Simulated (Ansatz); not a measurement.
# Computed scan of one atom of the cell: CdS (wurtzite)

Starting cell, CdS (wurtzite):

```yaml
crystal:
  lattice:
    - [4.19618, 0.00000, 0.00000]
    - [-2.09809, 3.63400, 0.00000]
    - [0.00000, 0.00000, 6.82953]
  atoms:
    - { symbol: Cd, position: [0.33333, 0.66667, 0.99917] }
    - { symbol: Cd, position: [0.66667, 0.33333, 0.49917] }
    - { symbol: S, position: [0.33333, 0.66667, 0.37563] }
    - { symbol: S, position: [0.66667, 0.33333, 0.87563] }
```

In each cell atom 4 (S, nearest neighbour Cd at 2.565 Å; its periodic images, 4.2 Å or more away, move with it) moves by s·(1.000, 0.000, 0.000) (along Cartesian x), the rest being held.

Calculation: PBE (plane waves to 420 eV, PAW, scalar-relativistic; Ansatz, a quantum-chemistry and plane-wave program). k mesh 7×7×4 (Γ-centred), Fermi-Dirac smearing 0.05 eV. The energy includes the smearing's −TS. F⊥ is the part of the force across the line. CdS was relaxed with its symmetry unable to fall. ΔE is measured from the undisplaced structure.

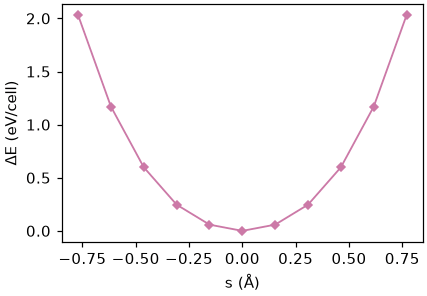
*ΔE (eV/cell) against s (Å); one marker a computed point.*

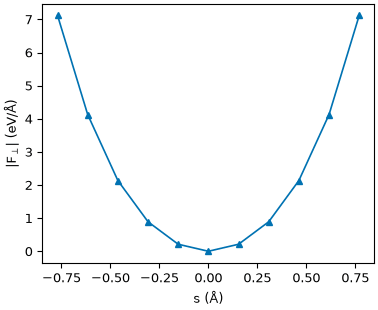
Fig. 1. |F⊥| (eV/Å) against s (Å); one marker a computed point.

The force along the line at s = -0.770 Å is 6.70 eV/Å. The force constant k = d²E/ds² at s = 0 (finite differences) comes out as 4.87 eV/Å². Symmetry of the curve: even: the same for both signs. Harmonic estimate at the end of the scan: ½ks² = 1444 meV/cell against the computed 2031 meV/cell, so the well is stiffer than harmonic there. Shape of the curve: a single well with its minimum at or next to zero displacement.

With its periodic images moving along, the atom's site symmetry in this cell is 3m..

(A displaced cell: forces are minus the slopes of the energy, force constants its curvatures, and phonons follow from these.)
